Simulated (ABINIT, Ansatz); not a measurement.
# A GW chain in ABINIT: Li2SnF6 (P-31m), part 2 of 3

Aim: the G0W0 gap of Li2SnF6 (P-31m) on PBEsol, step by step.

ABINIT 10.8.3; PBEsol and many-body steps on it, plane waves. Known limits of the many-body steps: not at the basis limit; exchange with frozen shells missing; no spin-orbit coupling; coarse k mesh.

So far. Step 2 (Ground state): The gap is indirect, with the least direct gap 0.04 eV higher.

## (3) Bands along the symmetry lines

Level of this step: DFT, PBEsol, plane waves, norm-conserving pseudopotentials (ABINIT).

The cheap functional maps the bands first; the places of the edges decide which points the dearer methods must see.

run.abi reads:

```
acell 3*1.0 Angstrom
rprim 
  4.909513934494 -0.000000000024 0.000000000000
  -2.454756967227 4.251763787517 0.000000000000
  0.000000000000 0.000000000000 4.538039080000
ntypat 3
znucl 3 50 9
natom 9
typat 1 1 2 3 3 3 3 3 3
xred 
  0.666666666667 0.333333333333 0.500000000000
  0.333333333333 0.666666666667 0.500000000000
  0.000000000000 0.000000000000 0.000000000000
  0.329091060000 0.329091060000 0.255027190000
  0.670908940000 0.670908940000 0.744972810000
  0.670908940000 0.000000000000 0.255027190000
  0.329091060000 0.000000000000 0.744972810000
  0.000000000000 0.670908940000 0.255027190000
  0.000000000000 0.329091060000 0.744972810000
pp_dirpath "pseudos"
pseudos "Li.upf, Sn.upf, F.upf"
ecut 36
iscf -2
irdden 1
kptopt 0
nkpt 43
kpt 
  0.00000000 0.00000000 0.00000000
  0.12500000 0.00000000 0.00000000
  0.25000000 0.00000000 0.00000000
  0.37500000 0.00000000 0.00000000
  0.50000000 0.00000000 0.00000000
  0.45833333 0.08333333 0.00000000
  0.41666666 0.16666666 0.00000000
  0.37500000 0.25000000 0.00000000
  0.33333333 0.33333333 0.00000000
  0.25000000 0.25000000 0.00000000
  0.16666666 0.16666666 0.00000000
  0.08333333 0.08333333 0.00000000
  0.00000000 0.00000000 0.00000000
  0.00000000 0.00000000 0.12500000
  0.00000000 0.00000000 0.25000000
  0.00000000 0.00000000 0.37500000
  0.00000000 0.00000000 0.50000000
  0.12500000 0.00000000 0.50000000
  0.25000000 0.00000000 0.50000000
  0.37500000 0.00000000 0.50000000
  0.50000000 0.00000000 0.50000000
  0.45833333 0.08333333 0.50000000
  0.41666666 0.16666666 0.50000000
  0.37500000 0.25000000 0.50000000
  0.33333333 0.33333333 0.50000000
  0.25000000 0.25000000 0.50000000
  0.16666666 0.16666666 0.50000000
  0.08333333 0.08333333 0.50000000
  0.00000000 0.00000000 0.50000000
  0.50000000 0.00000000 0.50000000
  0.50000000 0.00000000 0.37500000
  0.50000000 0.00000000 0.25000000
  0.50000000 0.00000000 0.12500000
  0.50000000 0.00000000 0.00000000
  0.33333333 0.33333333 0.50000000
  0.33333333 0.33333333 0.37500000
  0.33333333 0.33333333 0.25000000
  0.33333333 0.33333333 0.12500000
  0.33333333 0.33333333 0.00000000
  0.33333333 0.33333333 -0.12500000
  0.33333333 0.33333333 -0.25000000
  0.33333333 0.33333333 -0.37500000
  0.33333333 0.33333333 -0.50000000
istwfk *1
nband 38
nbdbuf 2
tolwfr 1e-08
nstep 40
prtwf 0
prtvol 0
indata_prefix "in"
outdata_prefix "out"
tmpdata_prefix "tmp"
```

Command:

```console
OMP_NUM_THREADS=1 mpirun -n 4 abinit run.abi > log
```

Numbers of over 12 decimals in the logs are rounded to 6 here.

What it wrote:

```text
.Version 10.8.3 of ABINIT. v10.8.2 released Aug 2026.

 Symmetries : space group P-3 1 m (#162); Bravais hP (primitive hexag.)
[... echo of the input left out ...]
== DATASET  1 ==================================================================
-   mpi_nproc: 4, omp_nthreads: 1 (-1 if OMP is not activated)

--- !DatasetInfo
iteration_state: {dtset: 1, }
dimensions: {natom: 9, nkpt: 43, mband: 38, nsppol: 1, nspinor: 1, nspden: 1, mpw: 6636, }
cutoff_energies: {ecut:  36.0, pawecutdg:  -1.0, }
electrons: {nelect:   6.20000000E+01, charge:   0.00000000E+00, occopt:   1.00000000E+00, tsmear:   1.00000000E-02, }

 Real(R)+Recip(G) space primitive vectors, cartesian coordinates (Bohr,Bohr^-1):
 R(1)=  9.2776367  0.0000000  0.0000000  G(1)=  0.1077861  0.0622303  0.0000000
 R(2)= -4.6388184  8.0346691  0.0000000  G(2)=  0.0000000  0.1244606  0.0000000
 R(3)=  0.0000000  0.0000000  8.5756510  G(3)=  0.0000000  0.0000000  0.1166092
 Unit cell volume ucvol=  6.3925254E+02 bohr^3
 Angles (23,13,12)=  9.00000000E+01  9.00000000E+01  1.20000000E+02 degrees

 getcut: wavevector=  0.0000  0.0000  0.0000  ngfft=  54  54  48
         ecut(hartree)=     36.000   => boxcut(ratio)=   2.07232

--- Pseudopotential description ------------------------------------------------
- Li Generated using ONCVPSP code by D. R. Hamann
-  3.00000   3.00000  180301                  znucl, zion, pspdat
12 -116133 1 -1 1944                          pspcod,pspxc,lmax,lloc,mmax
     nproj     2     2     0
  pspatm : epsatm=    2.60875052
         --- l  ekb(1:nproj) -->
             0   -4.855856   -1.482423
             1   -2.171544   -0.427615
 pspatm: atomic psp has been read  and splines computed

- Sn Generated using ONCVPSP code by D. R. Hamann
- 50.00000  14.00000  180301                  znucl, zion, pspdat
12 -116133 2 -1 1628                          pspcod,pspxc,lmax,lloc,mmax
     nproj     2     2     2
  pspatm : epsatm=   32.44585810
         --- l  ekb(1:nproj) -->
             0    5.587869    0.749373
[...]
pspatm: atomic psp has been read  and splines computed

- F Generated using ONCVPSP code by D. R. Hamann
-  9.00000   7.00000  180301                  znucl, zion, pspdat
12 -116133 2 -1 832                           pspcod,pspxc,lmax,lloc,mmax
     nproj     2     2     1
  pspatm : epsatm=    4.89824381
         --- l  ekb(1:nproj) -->
[...]
2   -2.394754
 pspatm: atomic psp has been read  and splines computed

--------------------------------------------------------------------------------

================================================================================
 prteigrs : about to open file out_EIG
 Non-SCF case, kpt    1 (  0.00000  0.00000  0.00000), residuals and eigenvalues=
  3.66E-09  2.64E-09  6.52E-09  9.85E-09  7.62E-09  5.68E-09  4.38E-09  5.23E-09
[...]
4.8122E-01  5.3857E-01

--- !ResultsGS
iteration_state: {dtset: 1, }
comment   : Summary of ground state results
lattice_vectors:
- [  9.2776367,  -0.0000000,   0.0000000, ]
- [ -4.6388184,   8.0346691,   0.0000000, ]
- [  0.0000000,   0.0000000,   8.5756510, ]
lattice_lengths: [   9.27764,    9.27764,    8.57565, ]
lattice_angles: [ 90.000,  90.000, 120.000, ] # degrees, (23, 13, 12)
lattice_volume:   6.3925254E+02
convergence: {deltae:  0.000E+00, res2:  0.000E+00, residm:  9.996E-09, diffor:  0.000E+00, }
etotal    :  -2.40681767E+02
entropy   :   0.00000000E+00
fermie    :  -2.47747711E-02
cartesian_stress_tensor: null
pressure_GPa: null
xred      :
- [  6.6667E-01,   3.3333E-01,   5.0000E-01, Li]
- [  3.3333E-01,   6.6667E-01,   5.0000E-01, Li]
- [  0.0000E+00,   0.0000E+00,   0.0000E+00, Sn]
- [  3.2909E-01,   3.2909E-01,   2.5503E-01,  F]
- [  6.7091E-01,   6.7091E-01,   7.4497E-01,  F]
- [  6.7091E-01,  -2.5894E-35,   2.5503E-01,  F]
- [  3.2909E-01,   2.5894E-35,   7.4497E-01,  F]
- [  0.0000E+00,   6.7091E-01,   2.5503E-01,  F]
- [  0.0000E+00,   3.2909E-01,   7.4497E-01,  F]
cartesian_forces: null
force_length_stats: {min: null, max: null, mean: null, }

 Integrated electronic density in atomic spheres:
 ------------------------------------------------
 Atom  Sphere_radius  Integrated_density
[...]
================================================================================

 ----iterations are completed or convergence reached----

 Mean square residual over all n,k,spin=   50.908E-10; max=  99.956E-10
 reduced coordinates (array xred) for    9 atoms
[...]
0.000000000000      0.670908940000      0.255027190000
       0.000000000000      0.329091060000      0.744972810000

 cartesian coordinates (angstrom) at end:
    1      2.454757     1.417255     2.269020
    2      1.333e-11     2.834509     2.269020
    3      0.000000     0.000000     0.000000
[...]
8     -1.646918     2.852546     1.157323
    9     -0.807839     1.399217     3.380716
 length scales=  1.889726125908  1.889726125908  1.889726125908 bohr
              =  1.000000000000  1.000000000000  1.000000000000 angstroms
 prteigrs : about to open file out_EIG
 Eigenvalues (hartree) for nkpt=  43  k points:
 kpt#   1, nband= 38, wtk=  1.00000, kpt=  0.0000  0.0000  0.0000 (reduced coord)
[...]
kpt#   2, nband= 38, wtk=  1.00000, kpt=  0.1250  0.0000  0.0000 (reduced coord)
[...]
kpt#   3, nband= 38, wtk=  1.00000, kpt=  0.2500  0.0000  0.0000 (reduced coord)
[...]
kpt#  42, nband= 38, wtk=  1.00000, kpt=  0.3333  0.3333 -0.3750 (reduced coord)
[...]
0.37617    0.37830    0.37830    0.48596    0.48596    0.53203
 kpt#  43, nband= 38, wtk=  1.00000, kpt=  0.3333  0.3333 -0.5000 (reduced coord)
[...]
-0.13681   -0.10854   -0.10854   -0.08563   -0.08095   -0.08095   -0.05826   -0.05826
  -0.04625   -0.04272   -0.03926   -0.03874   -0.03874   -0.03696   -0.03696    0.21068
   0.37791    0.38376    0.38376    0.48122    0.48122    0.53857

== END DATASET(S) ==============================================================
================================================================================

 -outvars: echo values of variables after computation  --------
            nband          38
             nkpt          43
          spgroup         162
 [... the other variables as echoed above ...]

 Calculation completed.
```

It took 99 s on 4 MPI ranks of Arm Neoverse N1, shared host; peak memory 0.46 GiB; 6.6 min of CPU time.

Numbers from this step:

```yaml
gap: 5.205 eV
k_of_the_valence_top: 0.5, 0, 0
k_of_the_conduction_bottom: 0, 0, 0
least_direct_gap: 5.249 eV
```

The gap is 5.205 eV, as in the run before at this level.

Electronic bands along the path, in eV, zero at the top of the highest filled band:

| point | band 28 | band 29 | band 30 | band 31 | band 32 | band 33 | band 34 | band 35 |
| --- | --- | --- | --- | --- | --- | --- | --- | --- |
| Γ | -0.28 | -0.18 | -0.18 | -0.04 | 5.21 | 10.81 | 12.10 | 12.10 |
| M | -0.35 | -0.29 | -0.19 | 0.00 | 6.31 | 10.00 | 10.93 | 12.40 |
| K | -0.36 | -0.18 | -0.03 | -0.03 | 6.40 | 10.30 | 10.30 | 12.27 |
| Γ | -0.28 | -0.18 | -0.18 | -0.04 | 5.21 | 10.81 | 12.10 | 12.10 |
| A | -0.10 | -0.10 | -0.08 | -0.08 | 6.16 | 9.80 | 11.81 | 11.81 |
| L | -0.38 | -0.34 | -0.29 | -0.28 | 6.43 | 10.82 | 10.86 | 11.62 |
| H | -0.38 | -0.38 | -0.33 | -0.33 | 6.41 | 10.96 | 11.12 | 11.12 |
| A | -0.10 | -0.10 | -0.08 | -0.08 | 6.16 | 9.80 | 11.81 | 11.81 |
| jump to L | -0.38 | -0.34 | -0.29 | -0.28 | 6.43 | 10.82 | 10.86 | 11.62 |
| M | -0.35 | -0.29 | -0.19 | 0.00 | 6.31 | 10.00 | 10.93 | 12.40 |
| jump to H | -0.38 | -0.38 | -0.33 | -0.33 | 6.41 | 10.96 | 11.12 | 11.12 |
| K | -0.36 | -0.18 | -0.03 | -0.03 | 6.40 | 10.30 | 10.30 | 12.27 |
| H2 | -0.38 | -0.38 | -0.33 | -0.33 | 6.41 | 10.96 | 11.12 | 11.12 |

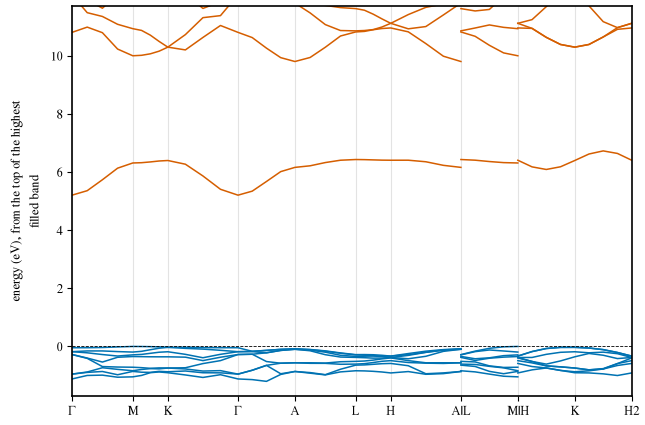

Electronic bands along the path; lines of filled and empty bands in two colours.

## (4) Empty states on the mesh, 3×3×2 mesh, 202 bands

The sums over transitions need many empty states on a uniform mesh; this step solves for them.

run.abi reads:

```
acell 3*1.0 Angstrom
rprim 
  4.909513934494 -0.000000000024 0.000000000000
  -2.454756967227 4.251763787517 0.000000000000
  0.000000000000 0.000000000000 4.538039080000
ntypat 3
znucl 3 50 9
natom 9
typat 1 1 2 3 3 3 3 3 3
xred 
  0.666666666667 0.333333333333 0.500000000000
  0.333333333333 0.666666666667 0.500000000000
  0.000000000000 0.000000000000 0.000000000000
  0.329091060000 0.329091060000 0.255027190000
  0.670908940000 0.670908940000 0.744972810000
  0.670908940000 0.000000000000 0.255027190000
  0.329091060000 0.000000000000 0.744972810000
  0.000000000000 0.670908940000 0.255027190000
  0.000000000000 0.329091060000 0.744972810000
pp_dirpath "pseudos"
pseudos "Li.upf, Sn.upf, F.upf"
ecut 36
ngkpt 3 3 2
nshiftk 1
shiftk 0 0 0
kptopt 1
chksymbreak 0
iscf -2
irdden 1
istwfk *1
nband 202
nbdbuf 18
tolwfr 1e-09
nstep 60
prtvol 0
indata_prefix "in"
outdata_prefix "out"
tmpdata_prefix "tmp"
```

What it wrote:

```text
.Version 10.8.3 of ABINIT. v10.8.2 released Aug 2026.

 Symmetries : space group P-3 1 m (#162); Bravais hP (primitive hexag.)
[... echo of the input left out ...]
== DATASET  1 ==================================================================
-   mpi_nproc: 4, omp_nthreads: 1 (-1 if OMP is not activated)

--- !DatasetInfo
iteration_state: {dtset: 1, }
dimensions: {natom: 9, nkpt: 6, mband: 202, nsppol: 1, nspinor: 1, nspden: 1, mpw: 6636, }
cutoff_energies: {ecut:  36.0, pawecutdg:  -1.0, }
electrons: {nelect:   6.20000000E+01, charge:   0.00000000E+00, occopt:   1.00000000E+00, tsmear:   1.00000000E-02, }

 Real(R)+Recip(G) space primitive vectors, cartesian coordinates (Bohr,Bohr^-1):
 R(1)=  9.2776367  0.0000000  0.0000000  G(1)=  0.1077861  0.0622303  0.0000000
 R(2)= -4.6388184  8.0346691  0.0000000  G(2)=  0.0000000  0.1244606  0.0000000
 R(3)=  0.0000000  0.0000000  8.5756510  G(3)=  0.0000000  0.0000000  0.1166092
 Unit cell volume ucvol=  6.3925254E+02 bohr^3
 Angles (23,13,12)=  9.00000000E+01  9.00000000E+01  1.20000000E+02 degrees

 getcut: wavevector=  0.0000  0.0000  0.0000  ngfft=  54  54  48
         ecut(hartree)=     36.000   => boxcut(ratio)=   2.07232

--- Pseudopotential description ------------------------------------------------
- Li Generated using ONCVPSP code by D. R. Hamann
-  3.00000   3.00000  180301                  znucl, zion, pspdat
12 -116133 1 -1 1944                          pspcod,pspxc,lmax,lloc,mmax
     nproj     2     2     0
  pspatm : epsatm=    2.60875052
         --- l  ekb(1:nproj) -->
             0   -4.855856   -1.482423
             1   -2.171544   -0.427615
 pspatm: atomic psp has been read  and splines computed

- Sn Generated using ONCVPSP code by D. R. Hamann
- 50.00000  14.00000  180301                  znucl, zion, pspdat
12 -116133 2 -1 1628                          pspcod,pspxc,lmax,lloc,mmax
     nproj     2     2     2
  pspatm : epsatm=   32.44585810
         --- l  ekb(1:nproj) -->
             0    5.587869    0.749373
[...]
pspatm: atomic psp has been read  and splines computed

- F Generated using ONCVPSP code by D. R. Hamann
-  9.00000   7.00000  180301                  znucl, zion, pspdat
12 -116133 2 -1 832                           pspcod,pspxc,lmax,lloc,mmax
     nproj     2     2     1
  pspatm : epsatm=    4.89824381
         --- l  ekb(1:nproj) -->
[...]
2   -2.394754
 pspatm: atomic psp has been read  and splines computed

--------------------------------------------------------------------------------

================================================================================
 prteigrs : about to open file out_EIG
 Non-SCF case, kpt    1 (  0.00000  0.00000  0.00000), residuals and eigenvalues=
  1.51E-10  2.28E-10  7.95E-11  9.61E-11  7.77E-10  5.67E-11  4.52E-11  8.66E-11
[...]
2.35E-04  2.79E-05
 -1.4899E+00 -1.4887E+00 -7.8598E-01 -7.8598E-01 -7.8433E-01 -7.5356E-01
 -7.4972E-01 -7.4972E-01 -6.9659E-01 -6.9658E-01 -6.9658E-01 -6.5580E-01
 -6.5580E-01 -2.2890E-01 -1.2995E-01 -1.2995E-01 -1.2399E-01 -1.0850E-01
[...]
2.8812E+00  2.8812E+00  2.9091E+00  2.9091E+00  2.9125E+00  2.9572E+00
  2.9693E+00  2.9696E+00  2.9704E+00  2.9731E+00  2.9766E+00  2.9812E+00
  2.9834E+00  2.9846E+00  2.9892E+00  2.9931E+00
 prteigrs : prtvol=0 or 1, do not print more k-points.

--- !ResultsGS
iteration_state: {dtset: 1, }
comment   : Summary of ground state results
lattice_vectors:
- [  9.2776367,  -0.0000000,   0.0000000, ]
- [ -4.6388184,   8.0346691,   0.0000000, ]
- [  0.0000000,   0.0000000,   8.5756510, ]
lattice_lengths: [   9.27764,    9.27764,    8.57565, ]
lattice_angles: [ 90.000,  90.000, 120.000, ] # degrees, (23, 13, 12)
lattice_volume:   6.3925254E+02
convergence: {deltae:  0.000E+00, res2:  0.000E+00, residm:  9.913E-10, diffor:  0.000E+00, }
etotal    :  -2.40681767E+02
entropy   :   0.00000000E+00
fermie    :  -2.47747711E-02
cartesian_stress_tensor: null
pressure_GPa: null
xred      :
- [  6.6667E-01,   3.3333E-01,   5.0000E-01, Li]
- [  3.3333E-01,   6.6667E-01,   5.0000E-01, Li]
- [  0.0000E+00,   0.0000E+00,   0.0000E+00, Sn]
- [  3.2909E-01,   3.2909E-01,   2.5503E-01,  F]
- [  6.7091E-01,   6.7091E-01,   7.4497E-01,  F]
- [  6.7091E-01,  -2.5894E-35,   2.5503E-01,  F]
- [  3.2909E-01,   2.5894E-35,   7.4497E-01,  F]
- [  0.0000E+00,   6.7091E-01,   2.5503E-01,  F]
- [  0.0000E+00,   3.2909E-01,   7.4497E-01,  F]
cartesian_forces: null
force_length_stats: {min: null, max: null, mean: null, }

 Integrated electronic density in atomic spheres:
 ------------------------------------------------
 Atom  Sphere_radius  Integrated_density
[...]
================================================================================

 ----iterations are completed or convergence reached----

 Mean square residual over all n,k,spin=   48.521E-11; max=  99.127E-11
 reduced coordinates (array xred) for    9 atoms
[...]
0.000000000000      0.670908940000      0.255027190000
       0.000000000000      0.329091060000      0.744972810000

 cartesian coordinates (angstrom) at end:
    1      2.454757     1.417255     2.269020
    2      1.333e-11     2.834509     2.269020
[...]
8     -1.646918     2.852546     1.157323
    9     -0.807839     1.399217     3.380716
 length scales=  1.889726125908  1.889726125908  1.889726125908 bohr
              =  1.000000000000  1.000000000000  1.000000000000 angstroms
 prteigrs : about to open file out_EIG
 Eigenvalues (hartree) for nkpt=   6  k points:
 kpt#   1, nband=202, wtk=  0.05556, kpt=  0.0000  0.0000  0.0000 (reduced coord)
[...]
2.85976    2.87688    2.88119    2.88119    2.90909    2.90909    2.91248    2.95718
   2.96933    2.96960    2.97037    2.97306    2.97657    2.98121    2.98344    2.98463
   2.98916    2.99305
 prteigrs : prtvol=0 or 1, do not print more k-points.

== END DATASET(S) ==============================================================
================================================================================

 -outvars: echo values of variables after computation  --------
            nband         202
             nkpt           6
          spgroup         162
 [... the other variables as echoed above ...]

 Calculation completed.
```

Wall time 2.8 min (4 MPI ranks); peak memory 0.46 GiB; 11 min of CPU time.

This step gave:

| Property | Result |
| --- | --- |
| gap | 5.229 eV |
| k of the valence top | 0.3333, 0, 0 |
| k of the conduction bottom | 0, 0, 0 |
| least direct gap | 5.249 eV |
| k points computed | 6 |
| lowest point of the top converged band, above the valence top | 76.7443 eV |

On this mesh the gap is 5.229 eV.

(Continued in part 3 of 3.)

[Paths, hosts, dates, memory and timing lines, banners, echoed tables and standing remarks are left out of the program output.]

[Logs are printed without paths, hosts, clocks, repeated set-up lines and the standing remarks that a program may print on its own settings, such as how far it seeks lower states.]

[Runs of the session that timed out or met a known fault of the program may be left out.]

[Hosts, paths, dates, database ids (printed as entryN), source tags and the programs' standing remarks are cut or masked in the printed files.]

[G0W0 gaps are taken among the corrected bands and points alone; a level outside them can change the order at an edge.]

[Where Ansatz stands beside ABINIT at settings called matched, ABINIT's density can come from a denser mesh and the files from another edition; pairs whose starting gaps differed by over 0.03 eV were left out, so agreement reads better than it is.]
